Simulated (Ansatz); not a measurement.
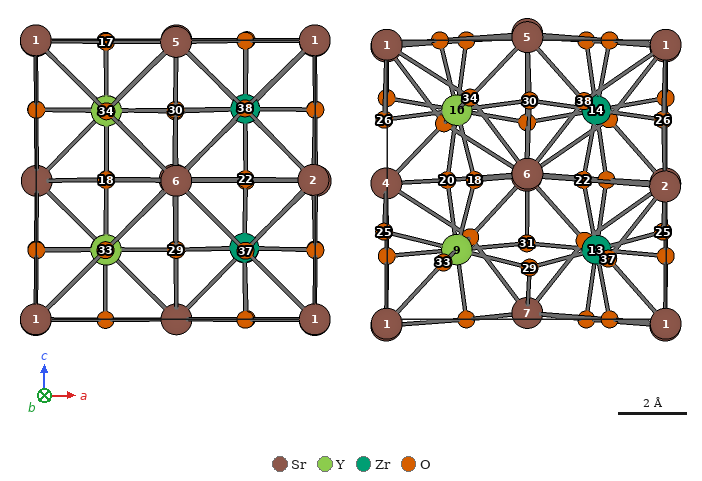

Two geometries of a defect cell of composition Sr$_{8}$Y$_{2}$Zr$_{6}$O$_{24}$, drawn at one scale. One is the start of a relaxation, the other its converged end. The picture is a ball-and-stick view of the cell of the calculation, seen along the b axis.

Level of theory: DFT, PBEsol, PAW, plane waves (Ansatz). (plane-wave cutoff 420 eV; k-point mesh 1 × 1 × 1; mesh shifted by (0.25, 0.25, 0.25); no spin polarisation; atoms relaxed in a fixed cell; force threshold 0.03 eV/Å; at most 80 steps)

> Which one is relaxed?

The right one is the relaxed one. The energy falls by 4.613 eV per cell of the calculation in 12 geometry steps. The largest force component goes from 2.9 to 0.018 eV/Å. The largest moves, 0.63 Å, are those of O atoms. Largest moves by element: O 0.63 Å, Sr 0.26 Å, Zr 0.07 Å, Y 0.03 Å. The lattice vectors keep their values. Some distances before and after: O–Sr 2.919 → 3.699 Å, O–Sr 2.917 → 3.621 Å, O–Sr 2.943 → 3.623 Å, O–Sr 2.950 → 3.608 Å. Among the angles between lasting bonds that change: Y–O–Y 179.3° → 145.3°, Y–O–Y 177.8° → 145.7°, Y–O–Zr 179.2° → 148.7°. Cost: 56 s on 7 threads of Arm Neoverse-V2, peak memory 1.2 GiB.

Limits of the set-up: the periodic images lie only 8.3 Å apart, so the values are limited by the cell's size.
